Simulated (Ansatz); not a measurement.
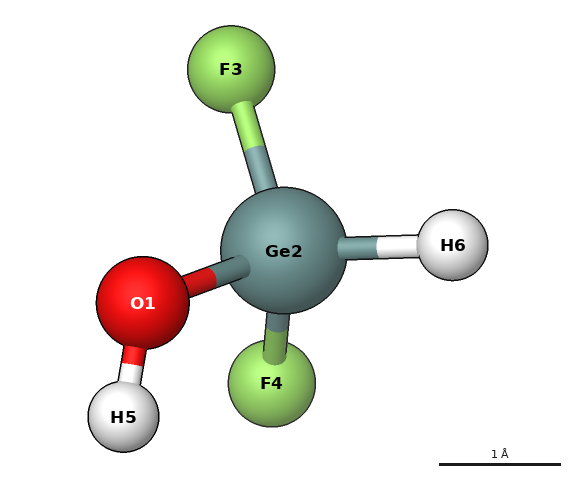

(Drawn from a calculation with Ansatz.)

Geometry: moved along internal coordinates away from the minimum.

Which atoms are bonded, and how long are the bonds?

```
  bond  length (Å)
O1–Ge2       1.742
 O1–H5       0.961
Ge2–F3       1.720
Ge2–F4       1.720
Ge2–H6       1.516
```
